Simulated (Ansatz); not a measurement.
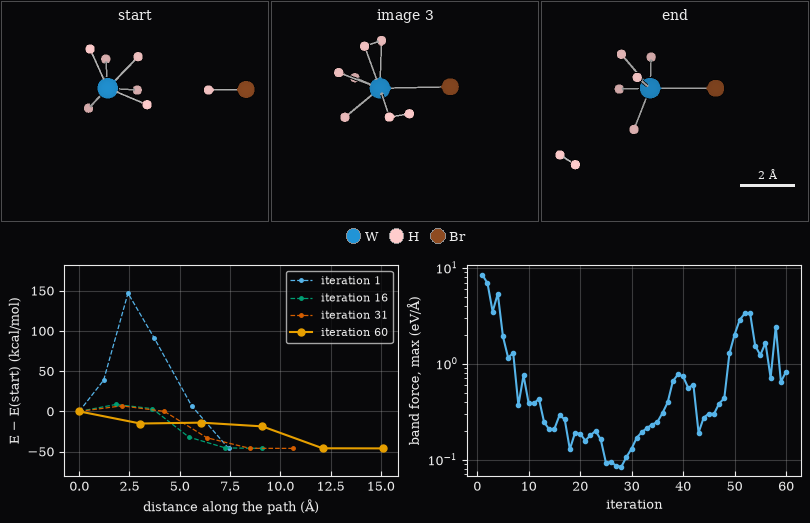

NEB run on WH$_{7}$Br, made up at the start of WH$_{6}$ and HBr. Images are numbered from 0 (start) to 5 (end). The plot follows the band through its iterations. A ball-and-stick model, seen from a free direction.

These are results of RHF/def2-SVP in Ansatz 0.2.0, not measurements. Set-up: 4 movable images; no climbing image; force threshold 0.05 eV/Å; iteration limit 60; starting path through a guess of the saddle point.

Did the band converge, and can the barrier be trusted?

Answer. The result isn't final. The band hadn't converged when the run stopped after 60 iterations. The largest component of the band force went from 8.4 to 0.83 eV/Å. The first iteration put the highest image at 147.0 kcal/mol. No barrier shows: the energy is highest at the start, and the end lies 46.0 kcal/mol below the start.

Limits of the set-up: the start holds two separate molecules, 2.4 Å apart at their closest, whose relative position is a soft coordinate and is computed without a dispersion correction; Hartree-Fock leaves out electron correlation.
